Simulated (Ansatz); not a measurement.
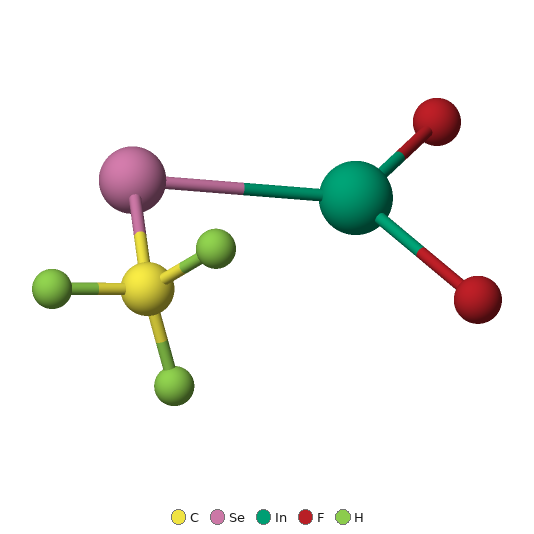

Sticks follow a distance rule. Harmonic vibrations computed with RKS PBE0-D4/def2-TZVP, core potentials on In (Ansatz 0.2.0) at a stationary point of the same level.

Question: How many imaginary frequencies does it have?

Answer: A minimum: no imaginary frequency, and the lowest mode lies at 39 cm⁻¹.

Question: List the wavenumbers.

Answer: 18 modes: 39, 58, 74, 122, 136, 155, 256, 591, 597, 606, 921, 933, 1315, 1460, 1466, 3090, 3188, 3205 cm⁻¹.
